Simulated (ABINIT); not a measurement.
# SiC (P6_3mc): G0W0 with ABINIT, start to end

How does a plane-wave GW calculation on SiC (P6_3mc) run from the first input to the gap?

Program: ABINIT 10.8.3. Level of theory: PBE and many-body steps on it, plane waves. Results are calculated unless marked as measured.

**The experiments to reproduce.**

- Gap 3.33 eV: band gap at cryogenic temperature; bulk crystal (literature value) (quoted in “Silicon carbide diodes for neutron detection”, 2020, arxiv:2009.14696).

### Step 1. Set-up

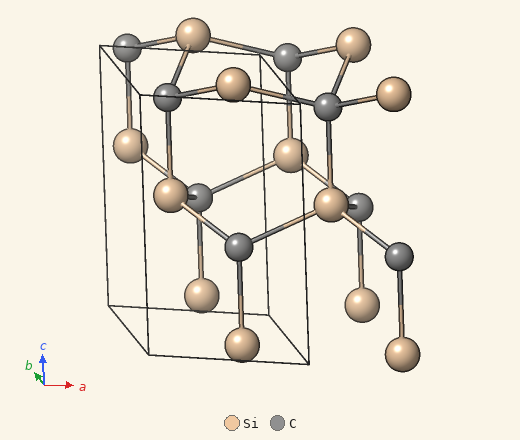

The starting structure, seen from a free direction (silicon light orange, carbon grey). 2×2×1 cells are drawn. Some periodic images of atoms are drawn too.

The cell and positions are those that the Materials Project relaxed with its own functionals (PBE, PBE+U or r2SCAN), kept fixed.

### Step 2. Ground state

This step: ABINIT 10.8.3; DFT, PBE, plane waves, norm-conserving pseudopotentials.

The ground-state density comes first.

Input file run.abi:

```
acell 3*1.0 Angstrom
rprim 
  3.073513928196 0.000000000001 0.000000000000
  -1.536756964099 2.661741140703 0.000000000000
  0.000000000000 0.000000000000 5.045247710000
ntypat 2
znucl 14 6
natom 4
typat 1 1 2 2
xred 
  0.333333333333 0.666666666667 0.499602400000
  0.666666666667 0.333333333333 0.999602400000
  0.333333333333 0.666666666667 0.875397600000
  0.666666666667 0.333333333333 0.375397600000
pp_dirpath "pseudos"
pseudos "Si.upf, C.upf"
ecut 37
ngkpt 6 6 4
nshiftk 1
shiftk 0 0 0
kptopt 1
chksymbreak 0
nband 14
occopt 1
tolvrs 1e-10
nstep 60
prtwf 0
optforces 0
optstress 0
indata_prefix "in"
outdata_prefix "out"
tmpdata_prefix "tmp"
```

On the command line:

```sh
$ OMP_NUM_THREADS=1 mpirun -n 8 abinit run.abi > log
```

Numbers of over 12 decimals in the logs are rounded to 6 here.

Log:

```text
.Version 10.8.3 of ABINIT. v10.8.2 released Aug 2026.

 Symmetries : space group P6_3 m c (#186); Bravais hP (primitive hexag.)
================================================================================
 Values of the parameters that define the memory need of the present run
     intxc =       0    ionmov =       0      iscf =       7    lmnmax =       6
     lnmax =       6     mgfft =      54  mpssoang =       3    mqgrid =    3001
     natom =       4  nloc_mem =       1    nspden =       1   nspinor =       1
    nsppol =       1      nsym =      12    n1xccc =    2501    ntypat =       2
    occopt =       1   xclevel =       2
-    mband =          14        mffmem =           1         mkmem =           3
       mpw =        3015          nfft =       55296          nkpt =          21
================================================================================
  Rough estimation (10% accuracy) of disk space for files :
================================================================================

--------------------------------------------------------------------------------
------------- Echo of variables that govern the present computation ------------
--------------------------------------------------------------------------------
 -outvars: echo values of preprocessed input variables --------
            acell      1.8897261259E+00  1.8897261259E+00  1.8897261259E+00 Bohr

      chksymbreak           0
             ecut      3.70000000E+01 Hartree
-          fftalg         312

              ixc     -101130
              kpt      0.00000000E+00  0.00000000E+00  0.00000000E+00
                       1.66666667E-01  0.00000000E+00  0.00000000E+00
                       3.33333333E-01  0.00000000E+00  0.00000000E+00
                       5.00000000E-01  0.00000000E+00  0.00000000E+00
                       1.66666667E-01  1.66666667E-01  0.00000000E+00
                       3.33333333E-01  1.66666667E-01  0.00000000E+00
                       3.33333333E-01  3.33333333E-01  0.00000000E+00
                       0.00000000E+00  0.00000000E+00  2.50000000E-01
                       1.66666667E-01  0.00000000E+00  2.50000000E-01
   [... 10 further rows ...]
                       3.33333333E-01  1.66666667E-01  5.00000000E-01
                       3.33333333E-01  3.33333333E-01  5.00000000E-01
         kptrlatt        6    0    0      0    6    0      0    0    4
          kptrlen      3.48485974E+01
P           mkmem           3
            natom           4
            nband          14
            ngfft          32      32      54
             nkpt          21
            nstep          60
             nsym          12
           ntypat           2
              occ      2.000000  2.000000  2.000000  2.000000  2.000000  2.000000
                       2.000000  2.000000  0.000000  0.000000  0.000000  0.000000
                       0.000000  0.000000
        optforces           0
        optstress           0
            prtwf           0
            rprim      3.0735139282E+00  1.0000000000E-12  0.0000000000E+00
[...]
spgroup         186

           tolvrs      1.00000000E-10

             xred      3.3333333333E-01  6.6666666667E-01  4.9960240000E-01
[...]
znucl       14.00000    6.00000

================================================================================

 chkinp: Checking input parameters for consistency.

================================================================================
== DATASET  1 ==================================================================
-   mpi_nproc: 8, omp_nthreads: 1 (-1 if OMP is not activated)

--- !DatasetInfo
iteration_state: {dtset: 1, }
dimensions: {natom: 4, nkpt: 21, mband: 14, nsppol: 1, nspinor: 1, nspden: 1, mpw: 3015, }
cutoff_energies: {ecut:  37.0, pawecutdg:  -1.0, }
electrons: {nelect:   1.60000000E+01, charge:   0.00000000E+00, occopt:   1.00000000E+00, tsmear:   1.00000000E-02, }

 Real(R)+Recip(G) space primitive vectors, cartesian coordinates (Bohr,Bohr^-1):
 R(1)=  5.8080996  0.0000000  0.0000000  G(1)=  0.1721734  0.0994043  0.0000000
 R(2)= -2.9040498  5.0299618  0.0000000  G(2)=  0.0000000  0.1988087  0.0000000
 R(3)=  0.0000000  0.0000000  9.5341364  G(3)=  0.0000000  0.0000000  0.1048863
 Unit cell volume ucvol=  2.7853521E+02 bohr^3
 Angles (23,13,12)=  9.00000000E+01  9.00000000E+01  1.20000000E+02 degrees

 getcut: wavevector=  0.0000  0.0000  0.0000  ngfft=  32  32  54
         ecut(hartree)=     37.000   => boxcut(ratio)=   2.01210

--- Pseudopotential description ------------------------------------------------
- Si Generated using ONCVPSP code by D. R. Hamann
- 14.00000   4.00000  171031                  znucl, zion, pspdat
12 -101130 2 -1 1510                          pspcod,pspxc,lmax,lloc,mmax
     nproj     2     2     2
  pspatm : epsatm=    9.34321561
         --- l  ekb(1:nproj) -->
[...]
pspatm: atomic psp has been read  and splines computed

- C Generated using ONCVPSP code by D. R. Hamann
-  6.00000   4.00000  171031                  znucl, zion, pspdat
12 -101130 1 -1 1248                          pspcod,pspxc,lmax,lloc,mmax
     nproj     2     2     0
  pspatm : epsatm=    4.31346680
         --- l  ekb(1:nproj) -->
[...]
pspatm: atomic psp has been read  and splines computed

   4.37013837E+02                                ecore*ucvol(ha*bohr**3)
--------------------------------------------------------------------------------

_setup2: Arith. and geom. avg. npw (full set) are    2994.063    2994.045

================================================================================

--- !BeginCycle
iteration_state: {dtset: 1, }
solver: {iscf: 7, nstep: 60, nline: 4, wfoptalg: 0, }
tolerances: {tolvrs: 1.00E-10, }

     iter   Etot(hartree)      deltaE(h)  residm     vres2
 ETOT  1  -20.336975920391    -2.034E+01 4.347E-02 5.934E+02
 ETOT  2  -20.462691230986    -1.257E-01 2.563E-02 2.485E+02
 ETOT  3  -20.538605009084    -7.591E-02 1.717E-02 1.887E-01
 ETOT  4  -20.538735445157    -1.304E-04 2.833E-03 8.735E-03
 ETOT  5  -20.538736809254    -1.364E-06 1.356E-03 3.124E-04
 ETOT  6  -20.538736838261    -2.901E-08 1.084E-03 3.211E-06
 ETOT  7  -20.538736838889    -6.274E-10 1.046E-03 8.042E-08
 ETOT  8  -20.538736838896    -7.631E-12 5.613E-04 2.603E-09
 ETOT  9  -20.538736838897    -4.761E-13 4.430E-04 4.651E-11

 At SCF step    9       vres2   =  4.65E-11 < tolvrs=  1.00E-10 =>converged.

--- !ResultsGS
iteration_state: {dtset: 1, }
comment   : Summary of ground state results
lattice_vectors:
- [  5.8080996,   0.0000000,   0.0000000, ]
- [ -2.9040498,   5.0299618,   0.0000000, ]
- [  0.0000000,   0.0000000,   9.5341364, ]
lattice_lengths: [   5.80810,    5.80810,    9.53414, ]
lattice_angles: [ 90.000,  90.000, 120.000, ] # degrees, (23, 13, 12)
lattice_volume:   2.7853521E+02
convergence: {deltae: -4.761E-13, res2:  4.651E-11, residm:  4.430E-04, diffor:  0.000E+00, }
etotal    :  -2.05387368E+01
entropy   :   0.00000000E+00
fermie    :   2.57677472E-01
cartesian_stress_tensor: null
pressure_GPa: null
xred      :
- [  3.3333E-01,   6.6667E-01,   4.9960E-01, Si]
- [  6.6667E-01,   3.3333E-01,   9.9960E-01, Si]
- [  3.3333E-01,   6.6667E-01,   8.7540E-01,  C]
- [  6.6667E-01,   3.3333E-01,   3.7540E-01,  C]
cartesian_forces: null
force_length_stats: {min: null, max: null, mean: null, }

 Integrated electronic density in atomic spheres:
 ------------------------------------------------
 Atom  Sphere_radius  Integrated_density
[...]
4        2.00000          4.24712568
================================================================================

 ----iterations are completed or convergence reached----

 Mean square residual over all n,k,spin=   19.529E-07; max=  44.295E-05
 reduced coordinates (array xred) for    4 atoms
       0.333333333333      0.666666666667      0.499602400000
       0.666666666667      0.333333333333      0.999602400000
       0.333333333333      0.666666666667      0.875397600000
       0.666666666667      0.333333333333      0.375397600000
 rms dE/dt=  0.0000E+00; max dE/dt=  0.0000E+00; dE/dt below (all hartree)
    1       0.000000000000      0.000000000000      0.000000000000
    2       0.000000000000      0.000000000000      0.000000000000
    3       0.000000000000      0.000000000000      0.000000000000
    4       0.000000000000      0.000000000000      0.000000000000

 cartesian coordinates (angstrom) at end:
    1     -6.7e-13     1.774494     2.520618
    2      1.536757     0.887247     5.043242
    3     -6.7e-13     1.774494     4.416598
    4      1.536757     0.887247     1.893974
 length scales=  1.889726125908  1.889726125908  1.889726125908 bohr
              =  1.000000000000  1.000000000000  1.000000000000 angstroms
 prteigrs : about to open file out_EIG
 Fermi (or HOMO) energy (hartree) =   0.25768   Average Vxc (hartree)=  -0.41505
 Eigenvalues (hartree) for nkpt=  21  k points:
 kpt#   1, nband= 14, wtk=  0.00694, kpt=  0.0000  0.0000  0.0000 (reduced coord)
  -0.31539   -0.18408   -0.06281    0.20921    0.20921    0.25351    0.25768    0.25768
   0.43483    0.48624    0.50324    0.50324    0.54293    0.58732
 prteigrs : prtvol=0 or 1, do not print more k-points.

--- !EnergyTerms
iteration_state     : {dtset: 1, }
comment             : Components of total free energy in Hartree
kinetic             :  1.18020030824377E+01
hartree             :  2.36725794098151E+00
xc                  : -7.56510193927157E+00
Ewald energy        : -2.09193919204293E+01
psp_core            :  1.56897162498227E+00
local_psp           : -8.30958140657659E+00
non_local_psp       :  5.17105778979293E-01
total_energy        : -2.05387368388967E+01
total_energy_eV     : -5.58887501127776E+02
band_energy         :  5.66994619632827E-01

== END DATASET(S) ==============================================================
================================================================================

 -outvars: echo values of variables after computation  --------
           etotal     -2.0538736839E+01
            nband          14
             nkpt          21
          spgroup         186
 [... the other variables as echoed above ...]

 Calculation completed.
```

The job ended after 5.2 s (8 MPI ranks of Arm Neoverse V1, shared host; peak memory 0.53 GiB).

Numbers from this step:

| Property | Result |
| --- | --- |
| total energy | -558.8875 eV |
| gap | 2.275 eV |
| k of the valence top | 0, 0, 0 |
| k of the conduction bottom | 0.3333, 0.3333, 0 |
| least direct gap | 3.985 eV |

The gap is indirect, with the least direct gap 1.71 eV higher.

(Continued in part 2 of 3.)

[Paths, hosts, dates, memory and timing lines, banners, echoed tables and standing remarks are left out of the program output.]

[Logs are printed without paths, hosts, clocks, repeated set-up lines and the standing remarks that a program may print on its own settings, such as how far it seeks lower states.]

[Runs of the session that timed out or met a known fault of the program may be left out.]

[Hosts, paths, dates, database ids (printed as entryN), source tags and the programs' standing remarks are cut or masked in the printed files.]

[G0W0 gaps are taken among the corrected bands and points alone; a level outside them can change the order at an edge.]

[Where Ansatz stands beside ABINIT at settings called matched, ABINIT's density can come from a denser mesh and the files from another edition; pairs whose starting gaps differed by over 0.03 eV were left out, so agreement reads better than it is.]
